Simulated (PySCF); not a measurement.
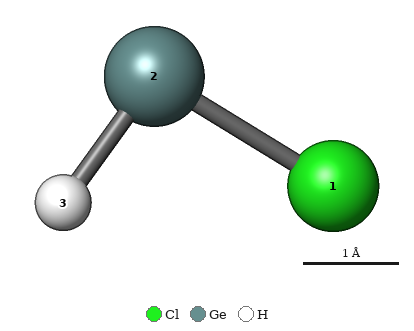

*The starting structure (ball-and-stick view, seen at a tilt; atoms are numbered from 1 in the order of the input). Sticks mark near contacts.*

# Geometry relaxation, with input and output: GeHCl

- system: GeHCl (Chlorogermylene), SMILES [Cl][GeH]
- method: PBE0-D3(BJ)/def2-SVP geometry optimisation, gas phase (PySCF 2.14.0)

### The input
```
{"job": {"xc": "PBE0", "basis": "def2-SVP", "d3": "d3bj", "grid": 1, "shake": 0.03, "kind": "geom"}, "charge": 0, "multiplicity": 1}
Cl     1.609820    -0.375730     0.008700
Ge    -0.281990     0.802320    -0.032820
H     -1.321270    -0.528870    -0.020880
```

The first line tells a small driver script what to run in PySCF; the rest is the geometry in Å.

Run on 1 CPU thread, shared host.

Run as:
```bash
OMP_NUM_THREADS=1 python <driver script> task.json out
```

### Log
```
step   0  E = -2536.99087074  max force = 0.017690
step   1  E = -2536.99287407  max force = 0.001988
step   2  E = -2536.99289210  max force = 0.000331
step   3  E = -2536.99289415  max force = 0.000348
step   4  E = -2536.99267884  max force = 0.007588
step   5  E = -2536.99284886  max force = 0.003768
step   6  E = -2536.99288611  max force = 0.002122
step   7  E = -2536.99289883  max force = 0.000528
step   8  E = -2536.99289893  max force = 0.000529
optimisation converged
```

### Trajectory as extended XYZ (Å, eV, eV/Å), 9 frames, from step=0 to step=8
```
3
Properties=species:S:1:pos:R:3:forces:R:3 step=0 energy=-69035.03791
Cl    1.6098   -0.3757    0.0087   -0.4656   0.2199   0.0026
Ge   -0.2820    0.8023   -0.0328   -0.1680  -0.9097   0.0067
H    -1.3213   -0.5289   -0.0209    0.6336   0.6898  -0.0093
3
Properties=species:S:1:pos:R:3:forces:R:3 step=1 energy=-69035.09243
Cl    1.5611   -0.3823    0.0132   -0.0682   0.0359   0.0114
Ge   -0.3028    0.7835   -0.0344    0.1022   0.0172  -0.0071
H    -1.2517   -0.5035   -0.0238   -0.0340  -0.0530  -0.0043
3
Properties=species:S:1:pos:R:3:forces:R:3 step=2 energy=-69035.09292
Cl    1.5576   -0.3828    0.0184   -0.0080   0.0067   0.0144
Ge   -0.2991    0.7856   -0.0361    0.0077  -0.0170  -0.0087
H    -1.2519   -0.5052   -0.0273    0.0003   0.0103  -0.0058
3
Properties=species:S:1:pos:R:3:forces:R:3 step=3 energy=-69035.09297
Cl    1.5567   -0.3836    0.0268    0.0122  -0.0088   0.0177
Ge   -0.2972    0.7852   -0.0389   -0.0179  -0.0026  -0.0109
H    -1.2530   -0.5039   -0.0330    0.0057   0.0114  -0.0067
3
Properties=species:S:1:pos:R:3:forces:R:3 step=4 energy=-69035.08711
Cl    1.5294   -0.3996    0.2037    0.2993  -0.2236   0.0640
Ge   -0.2616    0.7792   -0.0943   -0.3902   0.2006  -0.0693
H    -1.2613   -0.4819   -0.1544    0.0909   0.0230   0.0053
3
Properties=species:S:1:pos:R:3:forces:R:3 step=5 energy=-69035.09174
Cl    1.5457   -0.3923    0.1158    0.1458  -0.1106   0.0462
Ge   -0.2802    0.7824   -0.0673   -0.1938   0.0970  -0.0362
H    -1.2589   -0.4923   -0.0934    0.0480   0.0136  -0.0100
3
Properties=species:S:1:pos:R:3:forces:R:3 step=6 energy=-69035.09275
Cl    1.5484   -0.3924    0.0945    0.0848  -0.0612   0.0381
Ge   -0.2857    0.7846   -0.0608   -0.1091   0.0523  -0.0265
H    -1.2561   -0.4945   -0.0787    0.0243   0.0089  -0.0116
3
Properties=species:S:1:pos:R:3:forces:R:3 step=7 energy=-69035.09310
Cl    1.5532   -0.3917    0.0667   -0.0021   0.0010   0.0271
Ge   -0.2926    0.7865   -0.0520    0.0003  -0.0009  -0.0162
H    -1.2541   -0.4971   -0.0597    0.0018  -0.0001  -0.0109
3
Properties=species:S:1:pos:R:3:forces:R:3 step=8 energy=-69035.09310
Cl    1.5530   -0.3917    0.0667   -0.0006   0.0009   0.0272
Ge   -0.2926    0.7866   -0.0520    0.0004  -0.0004  -0.0162
H    -1.2538   -0.4971   -0.0597    0.0003  -0.0005  -0.0110
```

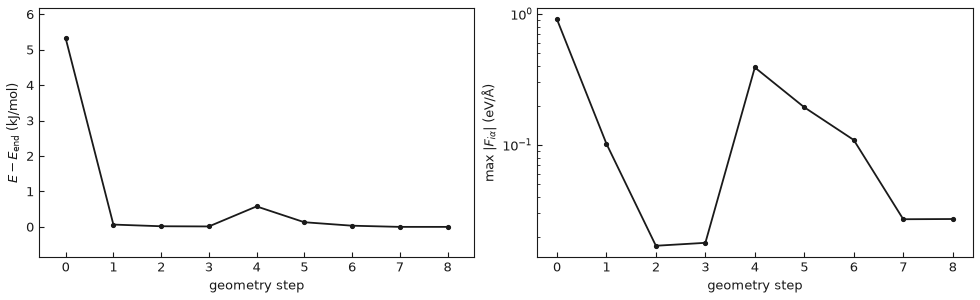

*Progress of the relaxation, step by step (steps are counted from 0).*

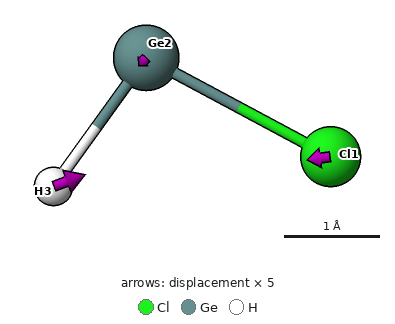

*The starting structure with the displacements as pink arrows, magnified 5 times (ball-and-stick view, seen at a tilt). The two geometries are laid on each other by the best rigid fit.*

Over 8 geometry steps the energy falls by 5.33 kJ/mol. Largest force component: 0.91 eV/Å at the start, 0.027 eV/Å at the end. The atom that moves furthest after the best rigid fit is H3 (0.074 Å). By element the largest moves are H 0.074 Å, Cl 0.052 Å, Ge 0.025 Å. Distances before and after: Ge2–H3 1.689 → 1.604 Å, Cl1–Ge2 2.229 → 2.193 Å. (Atoms are counted from 1 in the order of the input.)

### Key numbers

```tsv
quantity	value
outcome	converged
total energy	−2536.992899 hartree
dipole moment	1.68 D
point group	Cs
wall time	13 s
peak memory	0.26 GiB
```
